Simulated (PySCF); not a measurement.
## C4H11Si: EPR calculation

- system: C4H11Si, multiplicity 2, SMILES C[C](C)C[SiH3]
- method: UKS B3LYP, pcH-1 on C H Si, non-relativistic, mean-field spin-orbit, GIAO (PySCF 2.14.0)

It belongs to a series of runs on one base structure; here: X = H replaced by CH2SiH3.

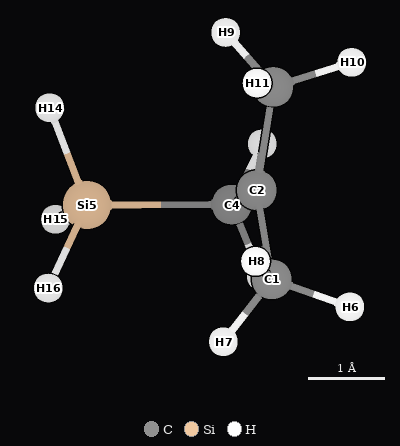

Fig. 1: The input geometry (ball-and-stick view, seen at a tilt; atoms are numbered from 1 in the order of the input). Bond lengths as drawn: C–C 1.47 to 1.49 Å, C–H 1.09 to 1.10 Å, C–Si 1.93 Å and H–Si 1.46 to 1.47 Å.

Input
```
{"job": {"kind": "epr", "basis": "pcH-1"}, "charge": 0, "multiplicity": 2}
C     -1.236197     1.287649    -0.259958
C     -0.612341    -0.015208     0.086500
C     -0.952718    -0.689421     1.365471
C      0.276997    -0.679509    -0.875794
Si     2.076120    -0.106747    -0.492634
H     -2.175582     1.150920    -0.811843
H     -0.574660     1.875780    -0.896878
H     -1.469206     1.865778     0.634225
H     -0.118521    -1.298213     1.715594
H     -1.814048    -1.360772     1.251142
H     -1.208483     0.034180     2.139337
H      0.221943    -1.764284    -0.786433
H      0.028283    -0.406907    -1.901241
H      2.393332    -0.507188     0.878208
H      3.032274    -0.724944    -1.416644
H      2.125209     1.347831    -0.640461
```

The first line tells a small driver script what to run in PySCF; the rest is the geometry in Å.

Machine: 1 CPU thread, shared host.

Run as:
```bash
OMP_NUM_THREADS=1 python <driver script> task.json out
```

The program's output
```
UKS, coarse grid
  cycle   1  E = -448.46181751  |g| = 3.35e-01
  cycle   2  E = -448.43329849  |g| = 4.01e-01
  cycle   3  E = -448.51912628  |g| = 4.40e-02
  cycle   4  E = -448.51993846  |g| = 2.48e-02
  cycle   5  E = -448.52024252  |g| = 3.92e-03
  cycle   6  E = -448.52025272  |g| = 9.95e-04
  cycle   7  E = -448.52025416  |g| = 2.45e-04
UKS, final grid
  cycle   1  E = -448.52029821  |g| = 2.02e-04
  cycle   2  E = -448.52029820  |g| = 2.43e-04
  cycle   3  E = -448.52029823  |g| = 2.60e-05
  cycle   4  E = -448.52029823  |g| = 1.36e-05
E = -448.52029823 Eh   <S^2> = 0.7542 (exact 0.7500)
g shifts (ppm)      1          2          3
  rmc          -144       -144       -144
  gc             -6         31         22
  oz_so         -53        879       1039
  total        -203        767        917
hyperfine (MHz)  atom isotope    a_iso     a_fc   dipolar eigenvalues
    0   13C     -33.18     -33.19     -1.62     -0.56      2.17
    1   13C      88.66      88.77    -78.06    -77.85    155.91
    2   13C     -33.18     -33.19     -1.62     -0.56      2.18
    3   13C     -28.75     -28.76     -3.07      0.90      2.17
    4  29Si    -121.01    -121.14    -18.14      7.96     10.18
    5    1H     131.72     131.72     -4.60     -3.52      8.12
    6    1H      41.32      41.31     -4.42     -3.99      8.40
    7    1H      28.01      28.01     -4.60     -3.77      8.38
    8    1H      41.64      41.64     -4.41     -3.99      8.40
    9    1H     131.72     131.72     -4.60     -3.52      8.12
   10    1H      27.78      27.78     -4.60     -3.77      8.37
   11    1H      42.62      42.62     -4.15     -3.24      7.39
   12    1H      42.53      42.53     -4.16     -3.24      7.40
   13    1H      -4.17      -4.17     -2.85     -1.63      4.48
   14    1H      30.10      30.10     -2.08     -0.99      3.06
   15    1H      -4.16      -4.16     -2.87     -1.63      4.50
```

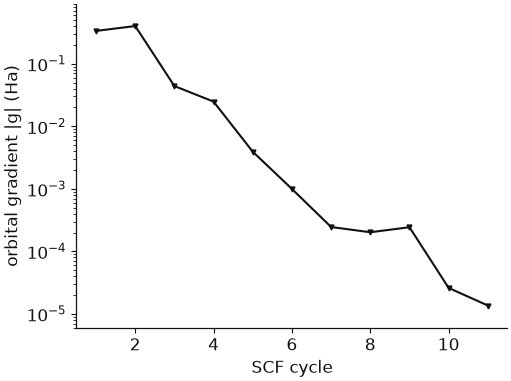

Fig. 2: Convergence of the self-consistent field: orbital gradient |g| against the SCF cycle. All cycles printed in the log are drawn one after another.

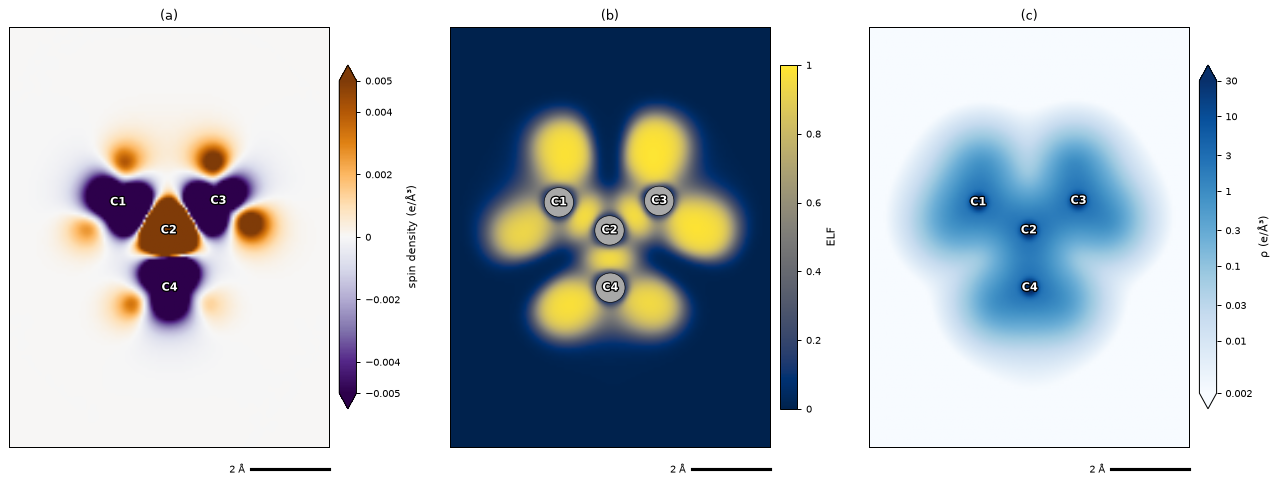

Fig. 3: (a) spin density; (b) ELF; (c) total electron density on the plane of atoms C1, C2 and C4. Grey discs, where drawn, cover atomic cores. Atoms in the plane: C. The unpaired spin (1 electron) lies mostly on C2 (about 0.6) and Si5 (about 0.1), in electrons by Hirshfeld's partition.

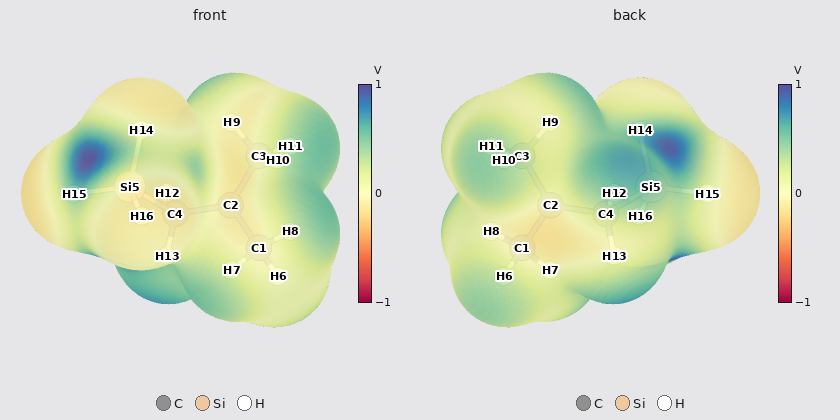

Fig. 4: The molecular electrostatic potential painted on the density surface at 0.002 e/bohr³, seen at a tilt and from behind; red is negative and blue positive.

Key numbers

```json
{"quantity": "outcome", "value": "converged"}
{"quantity": "total energy", "value": "−448.520298 hartree"}
{"quantity": "⟨S²⟩", "value": "0.754"}
{"quantity": "isotropic g", "value": "2.0028"}
{"quantity": "wall time", "value": "38 s"}
{"quantity": "peak memory", "value": "0.96 GiB"}
```
